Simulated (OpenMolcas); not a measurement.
# GeH2ClO (SMILES [O][GeH2][Cl]): levels of theory compared

Wanted: a comparison of 5 runs (UHF/3-21G, UB3LYP/6-31G*, U-r2SCAN/def2-SVPD, U-revPBE/def2-SVPD, UM06-2X/def2-SVPD) of GeH2ClO. 

The calculation is run with OpenMolcas 26.06.

## 1. The structure to begin with

GeH2ClO: 5 atoms, total charge 0, spin state doublet. As SMILES, `[O][GeH2][Cl]`. Geometry: relaxed at PBE0-D4/def2-TZVP.

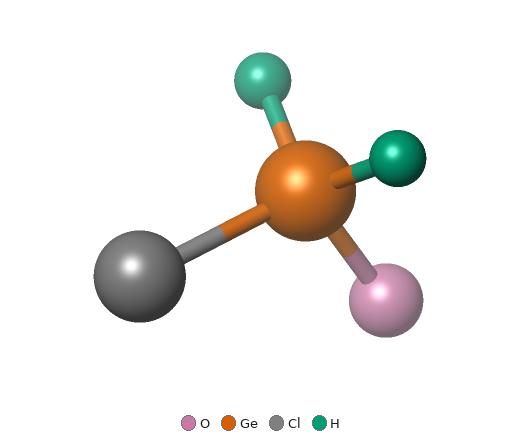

Viewed from a chosen angle; oxygen pink, germanium orange, chlorine grey, hydrogen teal.

## 2. Energy and gradient at UHF/3-21G (run 1)

test.input

```
&GATEWAY
BASLIB = $CurrDir
COORD
5
angstrom
O       -0.272400      -0.591800       1.625500
Ge       0.123700      -0.081200      -0.034500
Cl      -1.347100       1.290100      -0.778900
H        0.081000      -1.343800      -0.899000
H        1.464600       0.653000       0.045400
BASIS = 3-21G
GROUP = NoSym
&SEWARD
&SCF
UHF
SPIN = 2
THRESHOLDS = 1e-10 1e-07 1e-07 1e-05
PRORBITALS = 0
&ALASKA
```

The basis set 3-21G is read from a file made from the Basis Set Exchange's data (not shown).

Launch:

```console
$ export MOLCAS_MEM=1860
$ pymolcas test.input > test.log
```

Output:

```text
--- Start Module: gateway ---
[...]
--- Stop Module: gateway /rc=_RC_ALL_IS_WELL_ ---
[...]
      Basis functions           48
[...]
--- Start Module: scf ---
[...]
       Convergence after  56 Iterations
[...]
::    Total SCF energy                              -2598.2670911197
[...]
      Total spin, S                                     0.5029615417
[...]
      Total electronic charge=   59.000000
      Total            charge=   -0.000000
[...]
      Dipole Moment (debye):
      Origin of the operator (angstrom)=   -0.3212    0.2281   -0.0366
                   X=  2.6322E+00               Y= -1.3771E+00               Z= -9.4569E-01           Total=  3.1176E+00
      Quadrupole Moment (debye*angstrom):
[...]
--- Stop Module: scf /rc=_RC_ALL_IS_WELL_ ---
[...]
--- Start Module: alaska ---
[...]
 *              Molecular gradients               *
 **************************************************
  Irreducible representation: a
 ------------------------------------------------------------------------------------------
                              X                       Y                       Z
 ------------------------------------------------------------------------------------------
  O1                8.15376563796377E-05    2.43779833848379E-05   -1.68216715557890E-04
  GE2              -2.29642028606811E-02    2.11761287249601E-02   -1.11643116871525E-02
  CL3               1.99099804817777E-02   -1.89862193082426E-02    1.09774737919057E-02
  H4               -3.87414285606347E-04   -3.80956922654185E-03   -1.09908909203593E-03
  H5                3.36009900812240E-03    1.59528182639646E-03    1.45414370288360E-03
 ------------------------------------------------------------------------------------------
--- Stop Module: alaska /rc=_RC_ALL_IS_WELL_ ---
[...]
```

It took 8.1 s on 1 thread of AMD EPYC 7R43 (Zen 3), shared host; peak memory 0.38 GiB.

## 3. Energy and gradient at UB3LYP/6-31G(d) (spherical functions) (run 2)

calc.inp

```
&GATEWAY
BASLIB=$CurrDir
COORD
5
bohr
O     -0.51476140    -1.11833992     3.07174982
Ge     0.23375912    -0.15344576    -0.06519555
Cl    -2.54565006     2.43793567    -1.47190768
H      0.15306782    -2.53941397    -1.69886379
H      2.76769288     1.23399116     0.08579357
BASIS=6-31Gs
GROUP=NoSym
&SEWARD
GRIDINPUT
Grid=UltraFine
End of Grid
&SCF
UHF
SPIN=2
KSDFT=B3LYP
THRESHOLDS=1e-10 1e-07 1e-07 1e-05
PRORBITALS=1 1
&ALASKA
```

The basis set 6-31G* is read from a file made from the Basis Set Exchange's data (not shown).

Launch:

```console
$ export MOLCAS_MEM=1860
$ pymolcas calc.inp > calc.log
```

Output:

```text
--- Start Module: gateway ---
[...]
--- Stop Module: gateway /rc=_RC_ALL_IS_WELL_ ---
[...]
      Basis functions           68
[...]
--- Start Module: scf ---
[...]
       Convergence after  18 Iterations
[...]
::    Total KS-DFT energy                           -2613.3477181133
[...]
      Total spin, S                                     0.5018611513
[...]
      Total electronic charge=   59.000000
      Total            charge=   -0.000000
[...]
      Dipole Moment (debye):
      Origin of the operator (angstrom)=   -0.3212    0.2281   -0.0366
                   X=  1.8860E+00               Y= -7.6669E-01               Z= -1.1427E+00           Total=  2.3347E+00
      Quadrupole Moment (debye*angstrom):
[...]
--- Stop Module: scf /rc=_RC_ALL_IS_WELL_ ---
[...]
--- Start Module: alaska ---
[...]
 *              Molecular gradients               *
 **************************************************
  Irreducible representation: a
 ------------------------------------------------------------------------------------------
                              X                       Y                       Z
 ------------------------------------------------------------------------------------------
  O1                1.25562016338954E-03    3.03837570203669E-03   -8.26163749803754E-03
  GE2              -4.75729891146059E-03    2.63848225392493E-03    1.35606601708105E-03
  CL3               7.17291069881654E-03   -7.10248291765225E-03    4.51265272771373E-03
  H4               -2.18367303883110E-04    3.04916747049155E-03    2.30286552693038E-03
  H5               -3.45286464685834E-03   -1.62354250871299E-03    9.00532262548825E-05
 ------------------------------------------------------------------------------------------
--- Stop Module: alaska /rc=_RC_ALL_IS_WELL_ ---
[...]
```

Run time: 35 s. Hardware: 1 thread of AMD EPYC 7R43 (Zen 3), shared host; peak memory 0.41 GiB.

## 4. A single-point energy at U-r2SCAN/def2-SVPD (run 3)

calc.input

```
* ClGeH2O Kohn-Sham DFT

&gateway
 baslib
 $CurrDir
 coord
 5
 angstrom
 O       -0.272400      -0.591800       1.625500
 Ge       0.123700      -0.081200      -0.034500
 Cl      -1.347100       1.290100      -0.778900
 H        0.081000      -1.343800      -0.899000
 H        1.464600       0.653000       0.045400
 basis
 def2-SVPD
 group
 NoSym

&seward
 gridinput
 Grid=UltraFine
 End of Grid

&scf
 uhf
 spin
 2
 ksdft
 2
 1.0 MGGA_X_R2SCAN
 1.0 MGGA_C_R2SCAN
 thresholds
 1e-10 1e-07 1e-07 1e-05
 prorbitals
 1 2
```

The basis set def2-SVPD is read from a file made from the Basis Set Exchange's data (not shown).

Launch:

```console
$ export MOLCAS_MEM=1860
$ pymolcas calc.input > calc.log
```

Output:

```text
--- Start Module: gateway ---
[...]
--- Stop Module: gateway /rc=_RC_ALL_IS_WELL_ ---
--- Start Module: seward ---
[...]
      Basis functions          104
--- Stop Module: seward /rc=_RC_ALL_IS_WELL_ ---
[...]
--- Start Module: scf ---
[...]
       Convergence after  20 Iterations
[...]
::    Total KS-DFT energy                           -2613.0793035872
[...]
      Total spin, S                                     0.5028506461
[...]
      Total electronic charge=   59.000000
      Total            charge=   -0.000000
[...]
      Dipole Moment (debye):
      Origin of the operator (angstrom)=   -0.3212    0.2281   -0.0366
                   X=  1.7881E+00               Y= -6.2877E-01               Z= -1.2908E+00           Total=  2.2932E+00
      Quadrupole Moment (debye*angstrom):
[...]
--- Stop Module: scf /rc=_RC_ALL_IS_WELL_ ---
[...]
```

It took 83 s on 1 thread of AMD EPYC 7R43 (Zen 3), shared host; peak memory 0.59 GiB.

Run 4 isn't shown in full; the table further down has it.

## 5. The energy at UM06-2X/def2-SVPD (run 5)

run.input

```
* ClGeH2O Kohn-Sham DFT
&GATEWAY
BasLib=$CurrDir
Coord
5
angstrom
O       -0.272400      -0.591800       1.625500
Ge       0.123700      -0.081200      -0.034500
Cl      -1.347100       1.290100      -0.778900
H        0.081000      -1.343800      -0.899000
H        1.464600       0.653000       0.045400
Basis=def2-SVPD
Group=NoSym
&SEWARD
GridInput
Grid=UltraFine
End of Grid
&SCF
UHF
Spin=2
KSDFT=M062X
Thresholds=1e-10 1e-07 1e-07 1e-05
PrOrbitals=1 2
```

The basis set def2-SVPD is read from a file made from the Basis Set Exchange's data (not shown).

Launch:

```console
$ export MOLCAS_MEM=1860
$ pymolcas run.input > run.log
```

Output:

```text
--- Start Module: gateway ---
[...]
--- Stop Module: gateway /rc=_RC_ALL_IS_WELL_ ---
--- Start Module: seward ---
[...]
      Basis functions          104
--- Stop Module: seward /rc=_RC_ALL_IS_WELL_ ---
[...]
--- Start Module: scf ---
[...]
       Convergence after  19 Iterations
[...]
::    Total KS-DFT energy                           -2613.1081281815
[...]
      Total spin, S                                     0.5023155353
[...]
      Total electronic charge=   59.000000
      Total            charge=   -0.000000
[...]
      Dipole Moment (debye):
      Origin of the operator (angstrom)=   -0.3212    0.2281   -0.0366
                   X=  1.7902E+00               Y= -6.4249E-01               Z= -1.2649E+00           Total=  2.2842E+00
      Quadrupole Moment (debye*angstrom):
[...]
--- Stop Module: scf /rc=_RC_ALL_IS_WELL_ ---
[...]
```

It took 83 s on 1 thread of AMD EPYC 7R43 (Zen 3), shared host; peak memory 0.59 GiB.

## 6. All runs side by side

```
run                                level  integration grid      task   energy (Eh)  dipole moment (D)  HOMO energy (eV)  LUMO energy (eV)  wall time
  1                            UHF/3-21G                 –  gradient  -2598.267091               3.12            -12.54              2.15      8.1 s
  2  UB3LYP/6-31G* (spherical functions)         UltraFine  gradient  -2613.347718               2.33             -8.56             -4.96       35 s
  3                   U-r2SCAN/def2-SVPD         UltraFine    energy  -2613.079304               2.29             -7.86             -5.85       83 s
  4                   U-revPBE/def2-SVPD         UltraFine  gradient  -2612.879998               2.33             -7.37             -6.46       67 s
  5                    UM06-2X/def2-SVPD         UltraFine    energy  -2613.108128               2.28            -10.57             -3.34       83 s
```

## 7. Outcome

| quantity | value |
| --- | --- |
| run 5: total energy | -2613.10813 Eh |
| run 5: dipole moment | 2.28 D |
| run 5: HOMO energy (highest over α and β) | -10.57 eV |
| run 5: LUMO energy (lowest over α and β) | -3.34 eV |
| run 5: ⟨S²⟩ | 0.755 |

The dipole moment (its size) runs from 2.28 D (UM06-2X/def2-SVPD) to 3.12 D (UHF/3-21G). The two ends differ in method and basis. Totals of different functionals can't be ranked against each other. All runs together took 4.6 min, the longest 83 s.
